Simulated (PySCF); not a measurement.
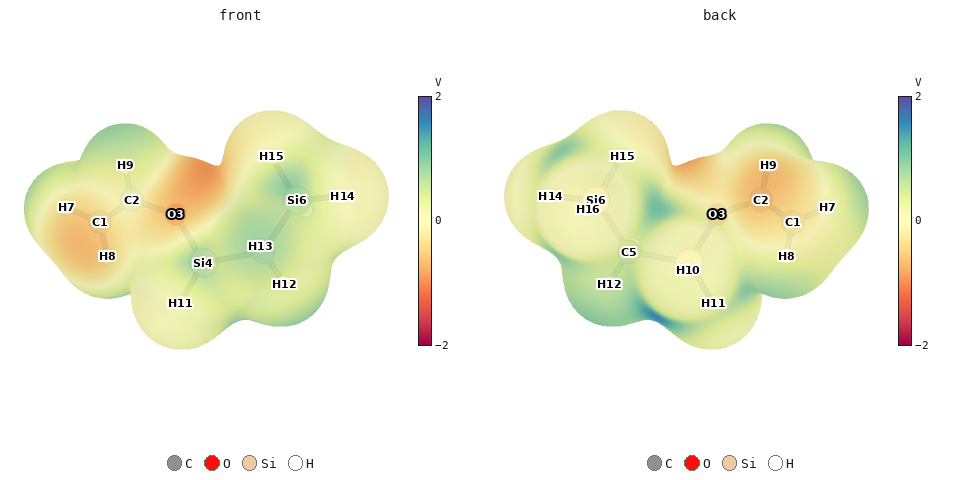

*C$_{3}$H$_{10}$OSi$_{2}$. The electrostatic potential painted on the density surface at 0.002 e/bohr³, seen from the front and from behind; the colour scale runs from red (negative) to blue (positive).*

Geometry: GFN2-xTB.

The calculation used PBE0/pcSseg-1, SCF density, gas phase, non-relativistic in PySCF.

```xyz
16

C     3.0600   -0.2380    0.4507
C     2.0941    0.5593    0.8687
O     0.8703    0.6785    0.3327
Si    0.1703   -0.0341   -0.9572
C    -1.5769    0.6821   -0.9091
Si   -2.5928    0.2444    0.6343
H     4.0082   -0.2638    0.9526
H     2.9261   -0.8820   -0.3996
H     2.2218    1.2134    1.7246
H     0.1748   -1.4945   -0.8207
H     0.8896    0.3265   -2.1861
H    -2.1039    0.3291   -1.7943
H    -1.5249    1.7667   -1.0009
H    -3.9131    0.8786    0.5310
H    -1.9389    0.7190    1.8542
H    -2.7723   -1.2087    0.7077
```

**Which sites attract a positive test charge, and which a negative one?**

A positive charge is drawn to the negative regions and a negative charge to the positive ones. The most negative region (about −0.9 V) lies over O3, the most positive (about +1.5 V) over Si4.

**What dipole moment does the calculation give?**

Its dipole moment is 0.66 D.
